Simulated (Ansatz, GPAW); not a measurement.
# A 7-layer slab of V(110): work function by functional and basis

How far do functional and basis move the work function of a 7-layer slab of V(110)?

Program: GPAW 26.7.0 and Ansatz 0.2.0. Level of theory: Ansatz plane waves; slab in vacuum with a dipole correction, relaxation, in the first sound run; inputs show where later runs differ. Results are calculated unless marked as measured.

### Step 1. The starting structure

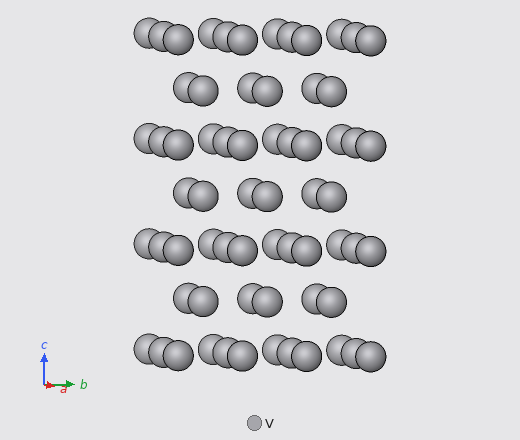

The starting structure, seen from the side, with the c axis up (vanadium grey). 2×3×1 cells are drawn. Some periodic images of atoms are drawn too.

The cell holds 7 atoms: 7 V. Its edges and angles: a = 2.615 Å, b = 2.615 Å, c = 30.813 Å, α = 90.0°, β = 90.0°, γ = 70.5°. Vacuum lies along c.

Structure file:

```cif
data_structure
_symmetry_space_group_name_H-M 'P 1'
_symmetry_Int_Tables_number 1
_cell_length_a 2.6154
_cell_length_b 2.6154
_cell_length_c 30.8128
_cell_angle_alpha 90.000
_cell_angle_beta 90.000
_cell_angle_gamma 70.529
_cell_volume 198.71
loop_
_atom_site_label
_atom_site_type_symbol
_atom_site_fract_x
_atom_site_fract_y
_atom_site_fract_z
_atom_site_occupancy
V1 V 0.00000 0.00000 0.29209 1
V2 V 0.50000 0.50000 0.36139 1
V3 V 0.00000 0.00000 0.43070 1
V4 V 0.50000 0.50000 0.50000 1
V5 V 0.00000 0.00000 0.56930 1
V6 V 0.50000 0.50000 0.63861 1
V7 V 0.00000 0.00000 0.70791 1
```

### Step 2. Relaxation

Forces are removed first; all later runs use this geometry. The lowest 3 atoms are held at bulk positions and keep their forces.

Contents of input.yaml:

```yaml
crystal:
  lattice:
    - [2.1354624792, -1.51, 0.0]
    - [2.1354624792, 1.51, 0.0]
    - [0.0, 0.0, 30.8127748751]
  atoms:
    - { symbol: V, position: [0.0, 0.0, 0.2920866438] }
    - { symbol: V, position: [0.5, 0.5, 0.3613910959] }
    - { symbol: V, position: [0.0, 0.0, 0.4306955479] }
    - { symbol: V, position: [0.5, 0.5, 0.5] }
    - { symbol: V, position: [0.0, 0.0, 0.5693044521] }
    - { symbol: V, position: [0.5, 0.5, 0.6386089041] }
    - { symbol: V, position: [0.0, 0.0, 0.7079133562] }
kpoints:
  mp_grid: { grid: [13, 13, 1] }
hamiltonian:
  xc: pbe
scf:
  occupations: { method: fermi_dirac, width: 0.1 }
efield:
  axis: 3
  dipole_correction: true
  ramp_width: 0.05
relax:
  f_tol: 0.02
  max_steps: 60
  constraints: [{ sites: [0, 1, 2] }]
output:
  write_potential: true
  write_density: true
  volumetric_format: npy
```

Started as:

```bash
> ansatz run input.yaml --threads 4 --pin off --max-ram 8192MiB --backend cpu --events-out ev --progress --plain --runs-dir out
```

Numbers of over 12 decimals in the logs are rounded to 6 here.

The log of the run:

```text
Engine: ansatz 0.2.0, aarch64-unknown-linux-gnu
Pseudopotentials: kind: paw
Pseudopotential: V, paw, valence charge 13, recommended cutoff 420 eV (normal), V.paw.azcp
Functional definition: PBE
  parameter kappa = 0.804
  parameter beta = 0.066725
  exchange = pbe_x(kappa = kappa, mu = beta*pi^2/3)
  correlation = pbe_c(beta = beta)
Crystal: 7 atoms, lattice volume = 198.715 Å³
Basis set: ecut = 420 eV, 3845 PW (Γ), exchange–correlation on 36×36×432 points (8 copies of the dense FFT grid, shifted against one another)
Bands: 55, of which v1, the nominal top of the filled ones, is band 46 counted from 1 (45 counted from 0)
Symmetry: 4 space group operations
k-points: 49 of 169
Non-local potential: V, projectors of the file, l = 0: 3, l = 1: 2, l = 2: 3, l = 3: 1
PAW form: soft (Blöchl's): semilocal exchange-correlation on the pseudo side does not see the compensation charge
PAW one-centre angular grid: V, 590 points (default); XC on 64 Gauss nodes
Initial density: superposition of atomic densities (neutral atoms: chi_scale 0, normalization atom), corrected by the library's trained network
Initial wavefunctions: pseudopotential atomic-orbital guess
Functional: x = pbe(κ = 0.804, μ = 0.219515), c = pbe(β = 0.066725)
SCF iter   1: F=—  HF=-20385.162839 eV  |F-HF|=—  |Δ(HF+E_count)|=         —  Δρ=2.28e-2  dr2=1.91e1  ethr=1.77e-3  p=0.000 e·Å  D=2.96e-13 V/Å  ΔV_dip=-0.00 eV  dr2_dipole=3.29e-6  V_vac-E_F(+/−)=5.02/5.02 eV  ⟨swp⟩=8.8  Hψ=11953  notcnv=0
efield: sawtooth ramp at fractional position 0.9750 (placed from the atoms, in the widest stretch of the axis that holds none; the zero of the levels goes with the place), width 0.0500; the density the first Hamiltonian is built on has a dipole p = 0.000 e·Å; the dipole correction subtracts the counter field D = 2.96e-13 V/Å, which shifts the + side's vacuum level by -0.00 eV against the − side's; the planar-averaged density in the ramp window peaks in size at 2.3e-5 e/Å³
preconditioner: auto → LDOS  [metal: Δε(μ)=0.006 eV  Ē_g=2.800 eV  σ=0.100 eV  W_gap=0.01  n_scr=22 (ndim 8)  ℏωp=15.6 eV  f_vac=0.468  D(μ)=12.27/eV (n_scr^D=146)  β→1.0]
SCF iter   2: F=—  HF=-20385.017915 eV  |F-HF|=—  |Δ(HF+E_count)|=   1.45e-1  Δρ=3.88e-3  dr2=7.55e-2  ethr=1.77e-3  p=-0.000 e·Å  D=-9.49e-6 V/Å  ΔV_dip=0.00 eV  dr2_dipole=1.81e-6  V_vac-E_F(+/−)=4.75/4.75 eV  ⟨swp⟩=2.7  Hψ=3451  notcnv=0
SCF iter   3: F=—  HF=-20385.018055 eV  |F-HF|=—  |Δ(HF+E_count)|=   1.40e-4  Δρ=2.45e-3  dr2=2.34e-2  ethr=8.29e-5  p=-0.000 e·Å  D=-2.83e-6 V/Å  ΔV_dip=0.00 eV  dr2_dipole=1.20e-7  V_vac-E_F(+/−)=4.81/4.80 eV  ⟨swp⟩=2.9  Hψ=5031  notcnv=0
SCF iter   4: F=—  HF=-20385.014430 eV  |F-HF|=—  |Δ(HF+E_count)|=   3.62e-3  Δρ=3.95e-4  dr2=5.17e-4  ethr=2.58e-5  p=-0.000 e·Å  D=-2.94e-6 V/Å  ΔV_dip=0.00 eV  dr2_dipole=1.32e-8  V_vac-E_F(+/−)=4.77/4.77 eV  ⟨swp⟩=2.0  Hψ=3866  notcnv=0
SCF iter   5: F=—  HF=-20385.014617 eV  |F-HF|=—  |Δ(HF+E_count)|=   1.87e-4  Δρ=1.25e-4  dr2=4.93e-5  ethr=5.68e-7  p=-0.000 e·Å  D=-1.95e-6 V/Å  ΔV_dip=0.00 eV  dr2_dipole=2.84e-9  V_vac-E_F(+/−)=4.77/4.77 eV  ⟨swp⟩=3.1  Hψ=4763  notcnv=0
SCF iter   6: F=-20385.014646 eV  HF=-20385.014646 eV  |F-HF|=1.49e-7  |Δ(HF+E_count)|=   2.83e-5  Δρ=4.60e-5  dr2=4.54e-6  ethr=1.10e-8  p=-0.000 e·Å  D=-9.34e-7 V/Å  ΔV_dip=0.00 eV  dr2_dipole=2.15e-10  V_vac-E_F(+/−)=4.77/4.77 eV  ⟨swp⟩=13.4  Hψ=26519  notcnv=0
SCF 1 converged in 6 iterations: F = -20385.014646 eV  dr2 = 4.54e-6
  greatest PAW one-centre occupation: 1.000 electrons in one spin orbital (limit 2), on the V atom at site 5 (counted from 0), in its partial waves of l = 0
relax step   1: F+E_penalty+E_count = -20385.01464569 eV  Δ(F+E_penalty+E_count) = +0.000e0 eV  max|allowed force component| = 5.582e-1 eV/Å  Δτ_max = 0.0000 Å  (6 SCF iters, dr2 threshold 1.00e-5 eV, accepted)
Initial density: handed on by an earlier stage of this run
Initial wavefunctions: those handed on with the density
SCF iter   1: F=—  HF=-20385.214961 eV  |F-HF|=—  |Δ(HF+E_count)|=         —  Δρ=2.09e-2  dr2=9.23e0  ethr=3.10e-3  p=-0.000 e·Å  D=-1.86e-6 V/Å  ΔV_dip=0.00 eV  dr2_dipole=1.05e0  V_vac-E_F(+/−)=4.80/4.80 eV  ⟨swp⟩=4.1  Hψ=6436  notcnv=0
efield: sawtooth ramp at fractional position 0.9750 (handed on by an earlier solve), width 0.0500; the density the first Hamiltonian is built on has a dipole p = -0.000 e·Å; the dipole correction subtracts the counter field D = -1.86e-6 V/Å, which shifts the + side's vacuum level by +0.00 eV against the − side's; the planar-averaged density in the ramp window peaks in size at 8.8e-6 e/Å³
preconditioner: auto → LDOS  [metal: Δε(μ)=0.003 eV  Ē_g=2.841 eV  σ=0.100 eV  W_gap=0.01  n_scr=22 (ndim 8)  ℏωp=15.6 eV  f_vac=0.474  D(μ)=12.28/eV (n_scr^D=146)  β→1.0]
SCF iter   2: F=—  HF=-20385.098404 eV  |F-HF|=—  |Δ(HF+E_count)|=   1.17e-1  Δρ=7.21e-3  dr2=8.99e-1  ethr=3.10e-3  p=0.012 e·Å  D=1.10e-2 V/Å  ΔV_dip=-0.34 eV  dr2_dipole=2.37e-1  V_vac-E_F(+/−)=4.43/4.76 eV  ⟨swp⟩=2.3  Hψ=3707  notcnv=0
SCF iter   3: F=—  HF=-20385.082995 eV  |F-HF|=—  |Δ(HF+E_count)|=   1.54e-2  Δρ=3.78e-3  dr2=1.13e-1  ethr=9.88e-4  p=0.000 e·Å  D=1.94e-4 V/Å  ΔV_dip=-0.01 eV  dr2_dipole=2.28e-2  V_vac-E_F(+/−)=4.77/4.77 eV  ⟨swp⟩=3.0  Hψ=4085  notcnv=0
SCF iter   4: F=—  HF=-20385.067580 eV  |F-HF|=—  |Δ(HF+E_count)|=   1.54e-2  Δρ=1.05e-3  dr2=1.24e-2  ethr=1.24e-4  p=0.004 e·Å  D=3.37e-3 V/Å  ΔV_dip=-0.10 eV  dr2_dipole=1.29e-3  V_vac-E_F(+/−)=4.67/4.77 eV  ⟨swp⟩=2.9  Hψ=5129  notcnv=0
SCF iter   5: F=—  HF=-20385.066417 eV  |F-HF|=—  |Δ(HF+E_count)|=   1.16e-3  Δρ=3.27e-4  dr2=1.21e-3  ethr=1.36e-5  p=0.003 e·Å  D=2.46e-3 V/Å  ΔV_dip=-0.08 eV  dr2_dipole=2.29e-4  V_vac-E_F(+/−)=4.70/4.77 eV  ⟨swp⟩=2.7  Hψ=3834  notcnv=0
SCF iter   6: F=—  HF=-20385.066446 eV  |F-HF|=—  |Δ(HF+E_count)|=   2.85e-5  Δρ=8.31e-5  dr2=6.56e-5  ethr=1.33e-6  p=0.002 e·Å  D=1.97e-3 V/Å  ΔV_dip=-0.06 eV  dr2_dipole=7.64e-6  V_vac-E_F(+/−)=4.71/4.77 eV  ⟨swp⟩=1.9  Hψ=3358  notcnv=0
SCF iter   7: F=-20385.066455 eV  HF=-20385.066466 eV  |F-HF|=1.09e-5  |Δ(HF+E_count)|=   2.01e-5  Δρ=4.78e-5  dr2=1.44e-5  ethr=2.14e-8  p=0.002 e·Å  D=1.67e-3 V/Å  ΔV_dip=-0.05 eV  dr2_dipole=1.73e-6  V_vac-E_F(+/−)=4.72/4.77 eV  ⟨swp⟩=13.4  Hψ=26919  notcnv=0
SCF 2 converged in 7 iterations: F = -20385.066455 eV  dr2 = 1.44e-5
relax step   2: F+E_penalty+E_count = -20385.06645501 eV  Δ(F+E_penalty+E_count) = -5.181e-2 eV  max|allowed force component| = 2.244e-1 eV/Å  Δτ_max = 0.1881 Å  (7 SCF iters, dr2 threshold 1.95e-5 eV, accepted)
[...]
SCF iter   3: F=—  HF=-20385.077934 eV  |F-HF|=—  |Δ(HF+E_count)|=   1.28e-2  Δρ=1.80e-3  dr2=1.95e-2  ethr=1.65e-4  p=0.004 e·Å  D=3.70e-3 V/Å  ΔV_dip=-0.11 eV  dr2_dipole=9.36e-5  V_vac-E_F(+/−)=4.66/4.78 eV  ⟨swp⟩=2.3  Hψ=4720  notcnv=0
SCF iter   4: F=—  HF=-20385.074693 eV  |F-HF|=—  |Δ(HF+E_count)|=   3.24e-3  Δρ=4.15e-4  dr2=1.42e-3  ethr=2.15e-5  p=0.005 e·Å  D=4.35e-3 V/Å  ΔV_dip=-0.13 eV  dr2_dipole=3.57e-5  V_vac-E_F(+/−)=4.64/4.77 eV  ⟨swp⟩=2.8  Hψ=4792  notcnv=0
SCF iter   5: F=—  HF=-20385.074719 eV  |F-HF|=—  |Δ(HF+E_count)|=   2.57e-5  Δρ=2.08e-4  dr2=4.34e-4  ethr=1.56e-6  p=0.004 e·Å  D=3.72e-3 V/Å  ΔV_dip=-0.11 eV  dr2_dipole=4.59e-5  V_vac-E_F(+/−)=4.66/4.77 eV  ⟨swp⟩=2.7  Hψ=4061  notcnv=0
SCF iter   6: F=—  HF=-20385.074742 eV  |F-HF|=—  |Δ(HF+E_count)|=   2.33e-5  Δρ=5.47e-5  dr2=7.34e-5  ethr=4.77e-7  p=0.004 e·Å  D=3.25e-3 V/Å  ΔV_dip=-0.10 eV  dr2_dipole=3.19e-5  V_vac-E_F(+/−)=4.67/4.77 eV  ⟨swp⟩=1.8  Hψ=2891  notcnv=0
SCF iter   7: F=—  HF=-20385.074748 eV  |F-HF|=—  |Δ(HF+E_count)|=   5.40e-6  Δρ=3.98e-5  dr2=2.08e-5  ethr=8.07e-8  p=0.003 e·Å  D=3.09e-3 V/Å  ΔV_dip=-0.10 eV  dr2_dipole=7.29e-6  V_vac-E_F(+/−)=4.68/4.77 eV  ⟨swp⟩=1.9  Hψ=3311  notcnv=0
SCF iter   8: F=-20385.074746 eV  HF=-20385.074748 eV  |F-HF|=2.53e-6  |Δ(HF+E_count)|=   7.19e-7  Δρ=1.07e-5  dr2=1.69e-6  ethr=3.46e-9  p=0.003 e·Å  D=2.92e-3 V/Å  ΔV_dip=-0.09 eV  dr2_dipole=1.03e-6  V_vac-E_F(+/−)=4.68/4.77 eV  ⟨swp⟩=10.9  Hψ=22641  notcnv=0
SCF 3 converged in 8 iterations: F = -20385.074746 eV  dr2 = 1.69e-6
relax step   3: F+E_penalty+E_count = -20385.07474578 eV  Δ(F+E_penalty+E_count) = -8.291e-3 eV  max|allowed force component| = 3.002e-2 eV/Å  Δτ_max = 0.1008 Å  (8 SCF iters, dr2 threshold 3.15e-6 eV, accepted)
SCF iter   1: F=—  HF=-20385.075841 eV  |F-HF|=—  |Δ(HF+E_count)|=         —  Δρ=1.91e-3  dr2=5.09e-2  ethr=5.99e-4  p=0.003 e·Å  D=2.92e-3 V/Å  ΔV_dip=-0.09 eV  dr2_dipole=4.88e-3  V_vac-E_F(+/−)=4.68/4.77 eV  ⟨swp⟩=2.0  Hψ=3828  notcnv=0
efield: sawtooth ramp at fractional position 0.9750 (handed on by an earlier solve), width 0.0500; the density the first Hamiltonian is built on has a dipole p = 0.003 e·Å; the dipole correction subtracts the counter field D = 2.92e-3 V/Å, which shifts the + side's vacuum level by -0.09 eV against the − side's; the planar-averaged density in the ramp window peaks in size at 7.1e-6 e/Å³
preconditioner: auto → LDOS  [metal: Δε(μ)=0.006 eV  Ē_g=2.831 eV  σ=0.100 eV  W_gap=0.02  n_scr=22 (ndim 8)  ℏωp=15.6 eV  f_vac=0.477  D(μ)=12.49/eV (n_scr^D=150)  β→1.0]
SCF iter   2: F=—  HF=-20385.074897 eV  |F-HF|=—  |Δ(HF+E_count)|=   9.44e-4  Δρ=4.90e-4  dr2=2.26e-3  ethr=5.60e-5  p=0.002 e·Å  D=2.17e-3 V/Å  ΔV_dip=-0.07 eV  dr2_dipole=1.19e-4  V_vac-E_F(+/−)=4.71/4.77 eV  ⟨swp⟩=1.1  Hψ=3139  notcnv=0
SCF iter   3: F=—  HF=-20385.074848 eV  |F-HF|=—  |Δ(HF+E_count)|=   4.85e-5  Δρ=2.81e-4  dr2=5.39e-4  ethr=2.48e-6  p=0.003 e·Å  D=2.82e-3 V/Å  ΔV_dip=-0.09 eV  dr2_dipole=4.67e-6  V_vac-E_F(+/−)=4.69/4.77 eV  ⟨swp⟩=2.5  Hψ=4557  notcnv=0
SCF iter   4: F=—  HF=-20385.074770 eV  |F-HF|=—  |Δ(HF+E_count)|=   7.87e-5  Δρ=8.24e-5  dr2=3.15e-5  ethr=5.92e-7  p=0.003 e·Å  D=2.69e-3 V/Å  ΔV_dip=-0.08 eV  dr2_dipole=3.07e-7  V_vac-E_F(+/−)=4.69/4.77 eV  ⟨swp⟩=2.1  Hψ=3759  notcnv=0
SCF iter   5: F=—  HF=-20385.074871 eV  |F-HF|=—  |Δ(HF+E_count)|=   1.01e-4  Δρ=1.88e-5  dr2=1.52e-6  ethr=3.46e-8  p=0.003 e·Å  D=2.68e-3 V/Å  ΔV_dip=-0.08 eV  dr2_dipole=1.42e-7  V_vac-E_F(+/−)=4.69/4.77 eV  ⟨swp⟩=2.1  Hψ=3717  notcnv=0
SCF iter   6: F=—  HF=-20385.074872 eV  |F-HF|=—  |Δ(HF+E_count)|=   4.58e-7  Δρ=5.84e-6  dr2=1.06e-7  ethr=1.67e-9  p=0.003 e·Å  D=2.71e-3 V/Å  ΔV_dip=-0.08 eV  dr2_dipole=9.99e-10  V_vac-E_F(+/−)=4.69/4.77 eV  ⟨swp⟩=2.1  Hψ=3857  notcnv=0
SCF iter   7: F=-20385.074872 eV  HF=-20385.074872 eV  |F-HF|=5.62e-8  |Δ(HF+E_count)|=   9.54e-8  Δρ=4.20e-6  dr2=8.03e-8  ethr=1.10e-10  p=0.003 e·Å  D=2.73e-3 V/Å  ΔV_dip=-0.08 eV  dr2_dipole=7.25e-9  V_vac-E_F(+/−)=4.69/4.77 eV  ⟨swp⟩=10.9  Hψ=19716  notcnv=0
SCF 4 converged in 7 iterations: F = -20385.074872 eV  dr2 = 8.03e-8
relax step   4: F+E_penalty+E_count = -20385.07487156 eV  Δ(F+E_penalty+E_count) = -1.258e-4 eV  max|allowed force component| = 1.134e-2 eV/Å  Δτ_max = 0.0131 Å  (7 SCF iters, accepted)
NSCF: frozen V_eff on 49 k-points
the band table was solved once a step of the walk had ended and its energy, with any forces and stress, was formed, with the checks that follow a solve (15169 applications of the Hamiltonian). They found nothing against the state; the energy, forces and stress were not computed again (output.eigenvalues in the input reference)
WARN: The output density's exchange-correlation potential varies sharply where the density is thin. Do not read a vacuum level from v_tot or v_xc, or from such a field of the output density. On a cell that repeats whose density bears no net charge and no dipole along the vacuum's axis use v_es (v_loc + v_h of the components); under efield.dipole_correction with no amplitude use v_es + v_field, which holds any externa [...]
SCF converged after 7 iterations
Free energy (F): -20385.074872 eV
Harris-Foulkes:  -20385.074872 eV  (|F-HF|=5.62e-8)
Internal energy: -20384.669824 eV  (E = F + TS)
E sigma→0 (E₀):  -20384.872348 eV
Entropy (-TS):   -0.405048 eV (-57.864 meV/atom)
Fermi energy:    5.518290 eV
Dipole field:    D = 0.002619 V/Å  (p = 0.002876 e·Å, saw-weighted, corrected)
Work function:   Φ+ = 4.6915 eV   Φ− = 4.7722 eV
Levels:          The Fermi level and band energies are counted from a zero that moves with the ramp; work functions are not
--- Per-component energies (eV) ---
  E_band       = -2017.549914
  E_kinetic    = 2349.435035
  E_local      = -172270.636026  (includes V_loc(G=0)·N_el)
  E_nonlocal   = -316.022666
  E_hartree    = 85379.366967
  E_xc         = -909.949113
  E_vxc        = -1153.276832  (∫ρ·V_xc dr)
  E_paw        = -7790.015648  (= ΣΔE_a)
  E_vpaw       = -1385.811294  (= ΣTr[D̂ρ^β])
  E_aug_tail   = 0.001858  (compensation charges beyond the density's cutoff)
  E_efield     = 0.000004  (sawtooth field / dipole correction)
  E_vefield    = 0.017969  (∫n·V_field dr)
  E_ewald      = 73173.149766
  E_smearing   = -0.405048  (= −TS)
  E_closure    = -0.000000  (closes the sum)
  Σ components = -20385.074872   (vs F -20385.074872, Δ=0.00e0)
--- Forces (eV/Å), atoms counted from 1 ---
  atom   1  V      0.00000000     0.00000000     0.56321922
  atom   2  V      0.00000000     0.00000000    -0.38387518
  atom   3  V      0.00000000     0.00000000    -0.17837013
  atom   4  V      0.00000000     0.00000000    -0.00317186
  atom   5  V      0.00000000     0.00000000     0.01133928
  atom   6  V      0.00000000     0.00000000    -0.00428351
  atom   7  V      0.00000000     0.00000000    -0.00473156
  max |Σ_I F_I| component: 1.26e-4 eV/Å
--- Band table (eV; the first three rows and the last of 49) ---
  k-point 0: bands = [... 42 lower, 5.6708, 5.6755, 5.7621, 5.8581, 5.9102, 5.9186, 5.9330, 6.1791, ... 5 higher]
  k-point 1: bands = [... 42 lower, 5.5496, 5.6182, 5.6822, 5.7315, 5.8255, 5.9505, 5.9848, 6.1861, ... 5 higher]
  k-point 2: bands = [... 42 lower, 5.3229, 5.4113, 5.4373, 5.6201, 5.6360, 5.6712, 5.9596, 6.2168, ... 5 higher]
  k-point 48: bands = [... 42 lower, 5.2277, 5.7927, 6.0042, 6.7609, 7.0266, 7.1772, 7.3654, 7.4324, ... 5 higher]
--- Relaxed structure (4 steps of the walk, 4 accepted, 0 SCFs on fresh bases) ---
  F+E_penalty+E_count = -20385.07487156 eV   max|allowed force component| = 1.134e-2 eV/Å
  atoms:
    - { symbol: V, position: [0.0, 0.0, 0.2920866438] }
    - { symbol: V, position: [0.5, 0.5, 0.3613910959] }
    - { symbol: V, position: [0.0, 0.0, 0.4306955479] }
    - { symbol: V, position: [0.5, 0.5, 0.498573] }
    - { symbol: V, position: [0.0, 0.0, 0.566217] }
    - { symbol: V, position: [0.5, 0.5, 0.634952] }
    - { symbol: V, position: [0.0, 0.0, 0.698962] }
```

It took 62 s on 4 threads of Arm Neoverse V1, shared host; peak memory 0.75 GiB; 4.1 min of CPU time.

This run has no spin polarisation, although V can carry a moment.

The steps of the relaxation:

| step | energy less that of the first step (eV) | largest force component (eV/Å) |
| --- | --- | --- |
| 1 | 0.0000 | 0.5582 |
| 2 | -0.0518 | 0.2244 |
| 3 | -0.0601 | 0.0300 |
| 4 | -0.0602 | 0.0113 |

Forces are held to the 4 operations that the run works with; a distortion that breaks them can't arise in this run.

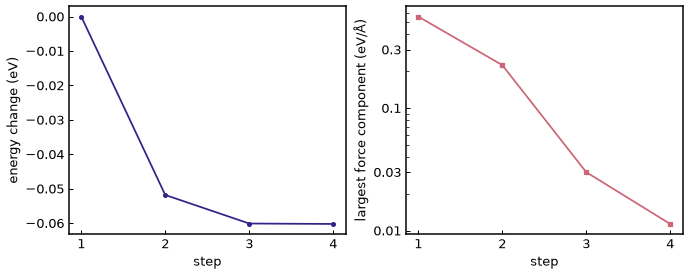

Energy and largest force along the relaxation.

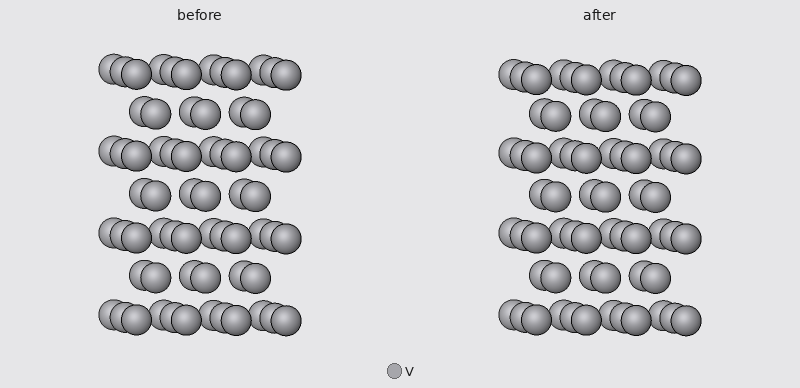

Before and after, at one scale.

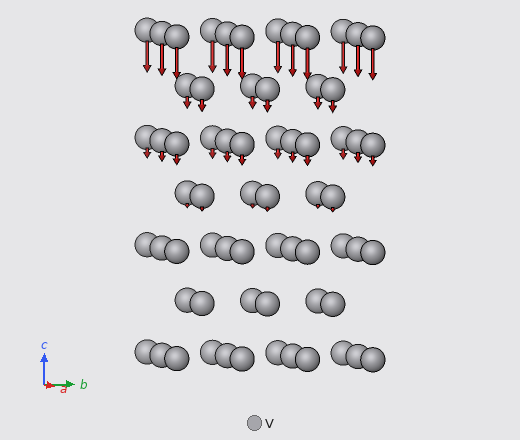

Displacements in the relaxation, exaggerated; the longest in the cell stands for 0.28 Å. 2×3×1 cells are drawn. Some periodic images of atoms are drawn too.

The atoms that moved most (Å):

| atom | dx | dy | dz | length |
| --- | --- | --- | --- | --- |
| V7 | 0.000 | 0.000 | -0.276 | 0.276 |
| V6 | 0.000 | 0.000 | -0.113 | 0.113 |
| V5 | 0.000 | 0.000 | -0.095 | 0.095 |
| V4 | 0.000 | 0.000 | -0.044 | 0.044 |

Numbers from this step:

| Property | Result |
| --- | --- |
| free energy | -20385.0749 eV |
| smearing term TS | 0.4050 eV |
| symmetry operations | 4 |
| upper work function | 4.691 eV |
| lower work function | 4.772 eV |
| dipole along the normal | 0.002876 e·Å |
| dipole field | 0.002619 V/Å |
| vacuum level above | 10.21 eV |
| vacuum level below | 10.29 eV |

The electrostatic potential energy of an electron (with the applied field's), less the Fermi level, planar mean oscillates, so the rows of the table below give means over windows of 2.14 Å about each position, cut where the curve ends. Its maxima inside the range that stand out by 2 % of the span (Å: eV): 10.1: -1.12, 12.3: -1.16, 14.3: -1.53, 16.4: -1.48, 18.5: -1.26, 20.5: -2.56. Its minima: 9.0: -12.9, 11.1: -12.8, 13.3: -12.7, 15.4: -12.7, 17.4: -12.7, 19.5: -12.8, 21.5: -13.0.

The electrostatic potential energy of an electron (with the applied field's), less the Fermi level, planar mean by z; means over each step:

| z (Å) | electrostatic potential energy of an electron (with the applied field's), less the Fermi level, planar mean (eV) |
| --- | --- |
| 1.07 | 4.77 |
| 3.21 | 4.77 |
| 5.35 | 4.74 |
| 7.49 | 1.01 |
| 9.63 | -7.83 |
| 11.77 | -7.74 |
| 13.91 | -8.01 |
| 16.05 | -8.07 |
| 18.19 | -7.86 |
| 20.33 | -8.89 |
| 22.47 | -3.58 |
| 24.61 | 4.58 |
| 26.75 | 4.69 |
| 28.89 | 4.69 |

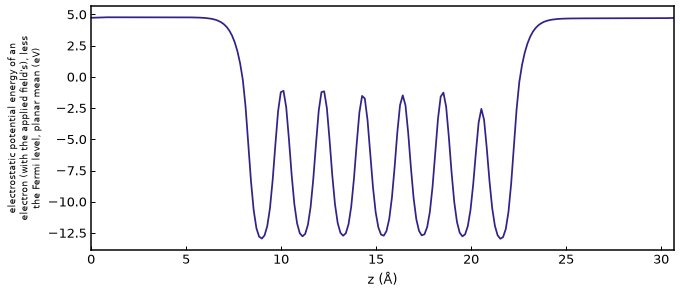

Electrostatic potential energy of an electron (with the applied field's), less the Fermi level, planar mean, plotted against z.

[end of part 1 of 3]

[Logs are printed without paths, hosts, clocks, repeated set-up lines and the standing remarks that a program may print on its own settings, such as how far it seeks lower states.]

[Hosts, paths, dates, database ids (printed as entryN), source tags and the programs' standing remarks are cut or masked in the printed files.]
